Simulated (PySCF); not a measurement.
# C2H7NO2Si: NMR shifts at several levels of theory, part 2 of 2

PySCF 2.14.0. Atoms count from 0.

**8. Nuclear shieldings: OPBE/pcSseg-1**

Job settings and geometry (Å):

```
{"job": {"kind": "nmr", "xc": "OPBE", "basis": "pcSseg-1", "pop": false}, "charge": 0, "multiplicity": 1}
C     -2.407355    -0.111623     1.914466
O     -1.469292     0.253721     0.942768
Si    -0.053442    -0.563455     0.643480
N      0.605225     0.394912    -0.684825
C      1.798988     0.010574    -1.200513
O      2.402384    -0.951702    -0.775274
H     -2.807198    -1.129089     1.745958
H     -1.984306    -0.075480     2.935587
H     -3.252097     0.592462     1.874105
H      0.841905    -0.535546     1.833098
H     -0.327642    -1.965082     0.220193
H      0.129301     1.205655    -1.065851
H      2.179521     0.641281    -2.038429
```

Method: GIAO OPBE/pcSseg-1 NMR shielding, non-relativistic, gas phase.

The program printed:

```text
coarse grid: 11376 points
cycle   1  E = -574.6859906384  dE =  7.159e-01  |g| = 1.038e+00  |ddm| = 3.195e+00
cycle   2  E = -573.1259833617  dE =  1.560e+00  |g| = 2.775e+00  |ddm| = 4.029e+00
cycle   3  E = -574.8301316248  dE = -1.704e+00  |g| = 5.507e-01  |ddm| = 3.585e+00
cycle   4  E = -574.8875278035  dE = -5.740e-02  |g| = 2.238e-01  |ddm| = 5.675e-01
cycle   5  E = -574.8972801245  dE = -9.752e-03  |g| = 4.210e-02  |ddm| = 1.705e-01
cycle   6  E = -574.8975923888  dE = -3.123e-04  |g| = 1.872e-02  |ddm| = 3.821e-02
cycle   7  E = -574.8976730712  dE = -8.068e-05  |g| = 3.892e-03  |ddm| = 1.584e-02
cycle   8  E = -574.8976757043  dE = -2.633e-06  |g| = 1.959e-03  |ddm| = 3.548e-03
final grid: 105360 points
cycle   9  E = -574.9527291156  dE =  1.469e-05  |g| = 3.448e-02  |ddm| = 4.440e-02
cycle  10  E = -574.9514678468  dE =  1.261e-03  |g| = 8.767e-02  |ddm| = 7.641e-02
cycle  11  E = -574.9529040847  dE = -1.436e-03  |g| = 1.276e-02  |ddm| = 6.207e-02
cycle  12  E = -574.9529371546  dE = -3.307e-05  |g| = 1.984e-03  |ddm| = 9.715e-03
cycle  13  E = -574.9529378058  dE = -6.513e-07  |g| = 6.005e-04  |ddm| = 1.963e-03
cycle  14  E = -574.9529378927  dE = -8.687e-08  |g| = 8.150e-05  |ddm| = 5.643e-04
cycle  15  E = -574.9529378934  dE = -7.202e-10  |g| = 5.076e-05  |ddm| = 8.348e-05
cycle  16  E = -574.9529378940  dE = -5.599e-10  |g| = 7.438e-06  |ddm| = 3.411e-05
converged SCF energy = -574.9529378940

GIAO shielding tensors (ppm)
atom      isotropic    diamagn.    paramagn.     s11        s22        s33       span
  0 C      132.245     239.480    -107.235    104.944    107.311    184.480     79.536
  1 O      324.002     400.837     -76.835    281.972    335.436    354.597     72.625
  2 Si     378.812     882.689    -503.877    349.259    361.534    425.642     76.383
  3 N      137.536     328.841    -191.304     41.438    140.306    230.865    189.427
  4 C       29.244     245.618    -216.374    -53.565     46.579     94.720    148.285
  5 O     -105.707     400.706    -506.413   -366.540   -217.986    267.406    633.946
  6 H       27.562      27.096       0.466     23.798     25.166     33.721      9.922
  7 H       27.554      26.921       0.634     23.771     25.146     33.746      9.974
  8 H       27.429      26.766       0.662     23.332     25.292     33.664     10.332
  9 H       25.801      30.489      -4.688     22.840     24.432     30.131      7.291
 10 H       25.809      30.642      -4.833     22.886     24.431     30.111      7.225
 11 H       26.980      34.559      -7.578     23.070     26.845     31.026      7.956
 12 H       23.031      25.688      -2.657     19.579     22.177     27.339      7.760
```

Run time: 13 s. Hardware: 1 thread of AMD EPYC 9R45, shared host; peak memory 0.77 GiB.

Key values: δ C4 155.9, C0 52.9, O5 437.7, O1 8.0, H12 8.20, H9 5.42 ppm (means over like atoms).

**9. NMR shieldings: KT2/pcSseg-1**

Settings changed since step 8:

```diff
@@ -1,2 +1,2 @@
-{"job": {"kind": "nmr", "xc": "OPBE", "basis": "pcSseg-1", "pop": false}, "charge": 0, "multiplicity": 1}
+{"job": {"kind": "nmr", "xc": "KT2", "basis": "pcSseg-1", "pop": false}, "charge": 0, "multiplicity": 1}
 C     -2.407355    -0.111623     1.914466
```

Method: GIAO KT2/pcSseg-1 NMR shielding, non-relativistic, gas phase.

The program printed:

```text
coarse grid: 11376 points
cycle   1  E = -581.7178893477  dE =  8.021e-01  |g| = 1.163e+00  |ddm| = 3.146e+00
cycle   2  E = -579.7990641588  dE =  1.919e+00  |g| = 3.016e+00  |ddm| = 4.520e+00
cycle   3  E = -581.8974905871  dE = -2.098e+00  |g| = 5.895e-01  |ddm| = 4.085e+00
cycle   4  E = -581.9603381203  dE = -6.285e-02  |g| = 2.935e-01  |ddm| = 6.623e-01
cycle   5  E = -581.9774589260  dE = -1.712e-02  |g| = 4.632e-02  |ddm| = 2.245e-01
cycle   6  E = -581.9777420598  dE = -2.831e-04  |g| = 3.061e-02  |ddm| = 4.947e-02
cycle   7  E = -581.9779251844  dE = -1.831e-04  |g| = 5.531e-03  |ddm| = 2.327e-02
cycle   8  E = -581.9779312528  dE = -6.068e-06  |g| = 2.300e-03  |ddm| = 5.652e-03
final grid: 105360 points
cycle   9  E = -582.0661107020  dE = -2.030e-04  |g| = 1.729e-02  |ddm| = 3.587e-02
cycle  10  E = -582.0660318949  dE =  7.881e-05  |g| = 2.542e-02  |ddm| = 3.327e-02
cycle  11  E = -582.0661547683  dE = -1.229e-04  |g| = 5.085e-03  |ddm| = 2.417e-02
cycle  12  E = -582.0661590548  dE = -4.286e-06  |g| = 1.478e-03  |ddm| = 4.348e-03
cycle  13  E = -582.0661594892  dE = -4.344e-07  |g| = 4.641e-04  |ddm| = 1.194e-03
cycle  14  E = -582.0661595333  dE = -4.412e-08  |g| = 1.200e-04  |ddm| = 4.346e-04
cycle  15  E = -582.0661595356  dE = -2.288e-09  |g| = 5.136e-05  |ddm| = 1.000e-04
cycle  16  E = -582.0661595362  dE = -5.389e-10  |g| = 6.086e-06  |ddm| = 3.347e-05
converged SCF energy = -582.0661595362

GIAO shielding tensors (ppm)
atom      isotropic    diamagn.    paramagn.     s11        s22        s33       span
  0 C      129.175     240.007    -110.832    100.742    103.265    183.517     82.775
  1 O      323.000     401.956     -78.956    274.601    336.216    358.181     83.580
  2 Si     378.824     884.345    -505.521    347.483    359.655    429.333     81.850
  3 N      136.499     329.093    -192.594     42.731    132.113    234.653    191.923
  4 C       28.244     245.628    -217.384    -53.057     47.310     90.478    143.536
  5 O      -98.401     402.219    -500.620   -336.981   -208.542    250.320    587.301
  6 H       27.463      27.285       0.179     23.760     25.013     33.617      9.857
  7 H       27.455      27.093       0.362     23.727     24.997     33.642      9.915
  8 H       27.295      26.895       0.401     23.272     25.165     33.449     10.177
  9 H       25.636      30.417      -4.781     22.709     24.217     29.982      7.273
 10 H       25.643      30.565      -4.923     22.757     24.212     29.959      7.203
 11 H       27.200      34.429      -7.229     23.258     26.843     31.499      8.241
 12 H       23.149      25.954      -2.805     19.505     22.288     27.653      8.147
```

Wall time 13 s (1 thread of AMD EPYC 9R45, shared host); peak memory 0.77 GiB.

In short: δ C4 155.0, C0 54.0, O5 429.1, O1 7.7, H12 8.03, H9 5.54 ppm (means over like atoms).

**10. Shielding tensors: KT3/pcSseg-1**

Settings changed since step 9:

```diff
@@ -1,2 +1,2 @@
-{"job": {"kind": "nmr", "xc": "KT2", "basis": "pcSseg-1", "pop": false}, "charge": 0, "multiplicity": 1}
+{"job": {"kind": "nmr", "xc": "KT3", "basis": "pcSseg-1", "pop": false}, "charge": 0, "multiplicity": 1}
 C     -2.407355    -0.111623     1.914466
```

Level: GIAO KT3/pcSseg-1 NMR shielding, non-relativistic, gas phase.

The program printed:

```text
coarse grid: 11376 points
cycle   1  E = -581.1429510514  dE =  7.784e-01  |g| = 1.167e+00  |ddm| = 3.167e+00
cycle   2  E = -579.1663298267  dE =  1.977e+00  |g| = 3.042e+00  |ddm| = 4.862e+00
cycle   3  E = -581.3182586690  dE = -2.152e+00  |g| = 6.176e-01  |ddm| = 4.438e+00
cycle   4  E = -581.3892415817  dE = -7.098e-02  |g| = 2.891e-01  |ddm| = 6.805e-01
cycle   5  E = -581.4059290806  dE = -1.669e-02  |g| = 4.353e-02  |ddm| = 2.189e-01
cycle   6  E = -581.4062274438  dE = -2.984e-04  |g| = 2.520e-02  |ddm| = 4.306e-02
cycle   7  E = -581.4063583546  dE = -1.309e-04  |g| = 5.467e-03  |ddm| = 2.015e-02
cycle   8  E = -581.4063636269  dE = -5.272e-06  |g| = 2.572e-03  |ddm| = 5.428e-03
final grid: 105360 points
cycle   9  E = -581.4861057787  dE = -1.495e-04  |g| = 2.493e-02  |ddm| = 4.110e-02
cycle  10  E = -581.4856739187  dE =  4.319e-04  |g| = 5.314e-02  |ddm| = 5.312e-02
cycle  11  E = -581.4861794514  dE = -5.055e-04  |g| = 1.084e-02  |ddm| = 4.236e-02
cycle  12  E = -581.4862013105  dE = -2.186e-05  |g| = 3.392e-03  |ddm| = 9.143e-03
cycle  13  E = -581.4862034877  dE = -2.177e-06  |g| = 5.509e-04  |ddm| = 2.837e-03
cycle  14  E = -581.4862035608  dE = -7.307e-08  |g| = 9.221e-05  |ddm| = 6.212e-04
cycle  15  E = -581.4862035617  dE = -9.519e-10  |g| = 5.510e-05  |ddm| = 1.038e-04
cycle  16  E = -581.4862035624  dE = -6.944e-10  |g| = 7.760e-06  |ddm| = 3.945e-05
converged SCF energy = -581.4862035624

GIAO shielding tensors (ppm)
atom      isotropic    diamagn.    paramagn.     s11        s22        s33       span
  0 C      129.056     238.822    -109.766    101.608    103.777    181.783     80.174
  1 O      318.946     402.185     -83.239    277.000    329.419    350.418     73.418
  2 Si     389.125     883.732    -494.608    359.738    372.461    435.175     75.436
  3 N      137.644     328.815    -191.171     44.766    135.972    232.196    187.430
  4 C       29.628     245.485    -215.857    -52.589     50.449     91.024    143.612
  5 O      -95.834     402.256    -498.090   -335.161   -206.339    253.996    589.156
  6 H       27.645      27.302       0.343     23.982     25.237     33.715      9.732
  7 H       27.637      27.103       0.534     23.951     25.221     33.739      9.788
  8 H       27.510      26.939       0.571     23.524     25.412     33.593     10.069
  9 H       26.033      30.741      -4.708     23.106     24.617     30.377      7.271
 10 H       26.041      30.903      -4.861     23.152     24.614     30.357      7.204
 11 H       27.282      34.686      -7.404     23.360     27.022     31.465      8.106
 12 H       23.275      26.055      -2.780     19.711     22.451     27.663      7.952
```

Run time: 14 s. Hardware: 1 thread of AMD EPYC 9R45, shared host; peak memory 0.78 GiB.

In short: δ C4 152.7, C0 53.2, O5 424.9, O1 10.1, H12 8.05, H9 5.28 ppm (means over like atoms).

**11. Nuclear shieldings: B97-D/pcSseg-1**

Settings changed since step 10:

```diff
@@ -1,2 +1,2 @@
-{"job": {"kind": "nmr", "xc": "KT3", "basis": "pcSseg-1", "pop": false}, "charge": 0, "multiplicity": 1}
+{"job": {"kind": "nmr", "xc": "B97-D", "basis": "pcSseg-1", "pop": false}, "charge": 0, "multiplicity": 1}
 C     -2.407355    -0.111623     1.914466
```

Level: GIAO B97-D/pcSseg-1 NMR shielding, non-relativistic, gas phase.

The program printed:

```text
coarse grid: 11376 points
cycle   1  E = -574.6335307057  dE =  7.516e-01  |g| = 1.166e+00  |ddm| = 3.188e+00
cycle   2  E = -572.7315452029  dE =  1.902e+00  |g| = 3.040e+00  |ddm| = 4.522e+00
cycle   3  E = -574.8070029413  dE = -2.075e+00  |g| = 6.107e-01  |ddm| = 4.102e+00
cycle   4  E = -574.8748945060  dE = -6.789e-02  |g| = 2.800e-01  |ddm| = 6.369e-01
cycle   5  E = -574.8900979760  dE = -1.520e-02  |g| = 4.490e-02  |ddm| = 2.086e-01
cycle   6  E = -574.8904133303  dE = -3.154e-04  |g| = 2.480e-02  |ddm| = 4.478e-02
cycle   7  E = -574.8905400475  dE = -1.267e-04  |g| = 5.652e-03  |ddm| = 2.027e-02
cycle   8  E = -574.8905454563  dE = -5.409e-06  |g| = 2.624e-03  |ddm| = 5.329e-03
final grid: 105360 points
cycle   9  E = -574.9497712793  dE = -7.042e-05  |g| = 9.836e-03  |ddm| = 2.489e-02
cycle  10  E = -574.9497203803  dE =  5.090e-05  |g| = 1.783e-02  |ddm| = 1.880e-02
cycle  11  E = -574.9497832549  dE = -6.287e-05  |g| = 5.431e-03  |ddm| = 1.457e-02
cycle  12  E = -574.9497885607  dE = -5.306e-06  |g| = 1.670e-03  |ddm| = 4.857e-03
cycle  13  E = -574.9497890646  dE = -5.039e-07  |g| = 3.537e-04  |ddm| = 1.168e-03
cycle  14  E = -574.9497890934  dE = -2.880e-08  |g| = 3.686e-05  |ddm| = 2.534e-04
cycle  15  E = -574.9497890937  dE = -3.034e-10  |g| = 1.299e-05  |ddm| = 4.682e-05
converged SCF energy = -574.9497890937

GIAO shielding tensors (ppm)
atom      isotropic    diamagn.    paramagn.     s11        s22        s33       span
  0 C      125.087     238.501    -113.415     97.151     99.865    178.244     81.094
  1 O      321.180     402.147     -80.967    277.384    333.619    352.536     75.152
  2 Si     373.505     882.269    -508.764    342.889    358.146    419.481     76.591
  3 N      131.237     328.591    -197.354     32.908    132.721    228.083    195.175
  4 C       20.560     245.268    -224.708    -64.230     38.550     87.362    151.592
  5 O     -106.816     401.953    -508.770   -363.915   -220.263    263.728    627.643
  6 H       27.683      27.313       0.370     24.005     25.282     33.761      9.757
  7 H       27.675      27.122       0.553     23.974     25.266     33.786      9.812
  8 H       27.529      26.885       0.644     23.515     25.451     33.620     10.105
  9 H       26.112      30.854      -4.743     23.165     24.705     30.465      7.300
 10 H       26.119      31.008      -4.889     23.212     24.701     30.444      7.232
 11 H       27.297      34.526      -7.229     23.532     27.258     31.100      7.567
 12 H       23.251      26.107      -2.856     19.753     22.434     27.566      7.814
```

Run time: 13 s. Hardware: 1 thread of AMD EPYC 9R45, shared host; peak memory 0.77 GiB.

This run: δ C4 158.6, C0 54.1, O5 437.2, O1 9.2, H12 8.16, H9 5.29 ppm (means over like atoms).

**12. NMR shieldings: B3LYP/pcSseg-1**

Settings changed since step 11:

```diff
@@ -1,2 +1,2 @@
-{"job": {"kind": "nmr", "xc": "B97-D", "basis": "pcSseg-1", "pop": false}, "charge": 0, "multiplicity": 1}
+{"job": {"kind": "nmr", "xc": "B3LYP", "basis": "pcSseg-1", "pop": false}, "charge": 0, "multiplicity": 1}
 C     -2.407355    -0.111623     1.914466
```

Method: GIAO B3LYP/pcSseg-1 NMR shielding, non-relativistic, gas phase.

The program printed:

```text
coarse grid: 11376 points
cycle   1  E = -574.8936271654  dE =  7.859e-01  |g| = 1.087e+00  |ddm| = 3.140e+00
cycle   2  E = -574.0723544164  dE =  8.213e-01  |g| = 2.278e+00  |ddm| = 2.737e+00
cycle   3  E = -575.0856102094  dE = -1.013e+00  |g| = 3.544e-01  |ddm| = 2.195e+00
cycle   4  E = -575.1067651046  dE = -2.115e-02  |g| = 1.516e-01  |ddm| = 3.259e-01
cycle   5  E = -575.1109343592  dE = -4.169e-03  |g| = 2.342e-02  |ddm| = 1.048e-01
cycle   6  E = -575.1110234342  dE = -8.907e-05  |g| = 1.021e-02  |ddm| = 2.239e-02
cycle   7  E = -575.1110420812  dE = -1.865e-05  |g| = 2.547e-03  |ddm| = 7.452e-03
cycle   8  E = -575.1110433718  dE = -1.291e-06  |g| = 7.758e-04  |ddm| = 2.140e-03
final grid: 105360 points
cycle   9  E = -575.1708197818  dE = -1.539e-05  |g| = 6.617e-03  |ddm| = 1.207e-02
cycle  10  E = -575.1707996889  dE =  2.009e-05  |g| = 1.220e-02  |ddm| = 1.094e-02
cycle  11  E = -575.1708277092  dE = -2.802e-05  |g| = 2.071e-03  |ddm| = 8.016e-03
cycle  12  E = -575.1708285494  dE = -8.402e-07  |g| = 2.430e-04  |ddm| = 1.453e-03
cycle  13  E = -575.1708285574  dE = -8.053e-09  |g| = 1.268e-04  |ddm| = 2.560e-04
cycle  14  E = -575.1708285602  dE = -2.815e-09  |g| = 2.733e-05  |ddm| = 1.032e-04
cycle  15  E = -575.1708285604  dE = -1.371e-10  |g| = 7.208e-06  |ddm| = 2.543e-05
converged SCF energy = -575.1708285604

GIAO shielding tensors (ppm)
atom      isotropic    diamagn.    paramagn.     s11        s22        s33       span
  0 C      125.941     237.719    -111.778     98.073    100.826    178.923     80.849
  1 O      327.389     402.304     -74.915    283.227    339.786    359.154     75.927
  2 Si     364.262     881.143    -516.880    330.357    353.001    409.429     79.072
  3 N      129.927     328.921    -198.994     24.867    132.222    232.692    207.826
  4 C       11.658     244.257    -232.599    -79.905     27.140     87.738    167.643
  5 O     -128.319     402.414    -530.733   -411.089   -250.332    276.466    687.555
  6 H       27.739      27.221       0.518     23.986     25.397     33.833      9.848
  7 H       27.731      27.046       0.685     23.955     25.379     33.859      9.904
  8 H       27.525      26.817       0.708     23.409     25.474     33.692     10.283
  9 H       26.195      30.758      -4.563     23.211     24.794     30.580      7.369
 10 H       26.202      30.902      -4.701     23.255     24.792     30.558      7.303
 11 H       27.251      34.429      -7.178     23.431     27.217     31.107      7.676
 12 H       23.258      26.001      -2.743     19.796     22.665     27.314      7.519
```

It took 7.9 s on 1 thread of AMD EPYC 9R45, shared host; peak memory 0.77 GiB.

Key values: δ C4 167.6, C0 53.3, O5 462.4, O1 6.7, H12 8.12, H9 5.18 ppm (means over like atoms).

**13. Side by side: NMR shifts**

Shifts (ppm) of some atoms, chosen among heavy atoms and hydrogens apart, means over like atoms, with basis size and wall time:

```csv
run,C4,H9,H6,O5,O1,Si2,N3,functions,time
HF/pcSseg-1,174.3,4.61,3.49,432.7,-22.0,-29.6,110.1,144,3.9 s
LDA/pcSseg-1,168.5,5.81,3.86,480.5,13.9,-12.8,148.9,144,11 s
PBE/pcSseg-1,162.3,5.55,3.79,459.3,13.0,-20.5,136.9,144,13 s
BLYP/pcSseg-1,163.0,5.40,3.82,462.7,17.5,-27.8,139.2,144,13 s
BP86/pcSseg-1,162.6,5.52,3.80,453.2,10.2,-21.1,135.2,144,13 s
OPBE/pcSseg-1,155.9,5.42,3.71,437.7,8.0,-18.5,126.6,144,13 s
KT2/pcSseg-1,155.0,5.54,3.77,429.1,7.7,-17.8,127.8,144,13 s
KT3/pcSseg-1,152.7,5.28,3.72,424.9,10.1,-23.6,124.4,144,14 s
B97-D/pcSseg-1,158.6,5.29,3.78,437.2,9.2,-26.3,129.6,144,13 s
B3LYP/pcSseg-1,167.6,5.18,3.72,462.4,6.7,-26.4,133.6,144,7.9 s
```

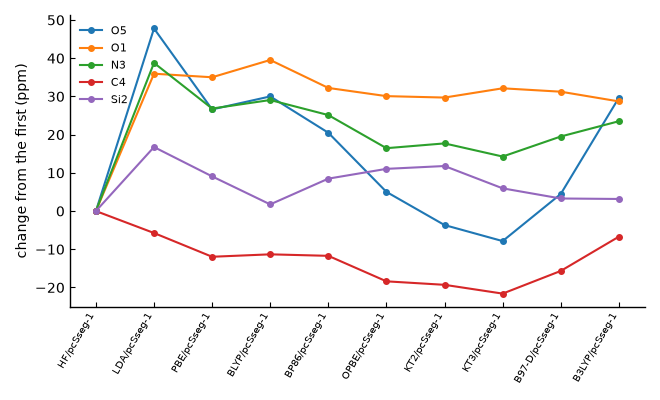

How five of the tabulated atoms move from run to run.

**14. Results**

The summary covers parts 1 to 2.

```
                                                            quantity                       value
                                                         point group                          Cs
                                rotational constants (main isotopes)       11.55, 1.33, 1.22 GHz
                                13C shifts against TMS (HF/pcSseg-1)             174.3, 47.3 ppm
1H shifts against TMS (HF/pcSseg-1, means over atoms taken as alike)  7.96, 4.61, 4.25, 3.49 ppm
                                17O shifts against H2O (HF/pcSseg-1)            432.7, -22.0 ppm
                               29Si shifts against TMS (HF/pcSseg-1)                   -29.6 ppm
                                15N shifts against NH3 (HF/pcSseg-1)                   110.1 ppm
                                            range of the shift of O5          424.9 to 480.5 ppm
```

In words: Single values in the summary come from the first run of each kind that ended normally (HF/pcSseg-1), which need not be the best level. Relaxing lowered the energy by 0.193 eV in 7 steps; the close pair that moved most is O1–Si2, from 1.610 to 1.662 Å. No frequency check was run at this level, so the end point may be a saddle. At HF/pcSseg-1: The largest span, 708 ppm, is at O5, where the paramagnetic term is -500 ppm. In ppm, O5 moves most: its shift spreads over 55.6 ppm, from 424.9 (KT3/pcSseg-1) to 480.5 (LDA/pcSseg-1).
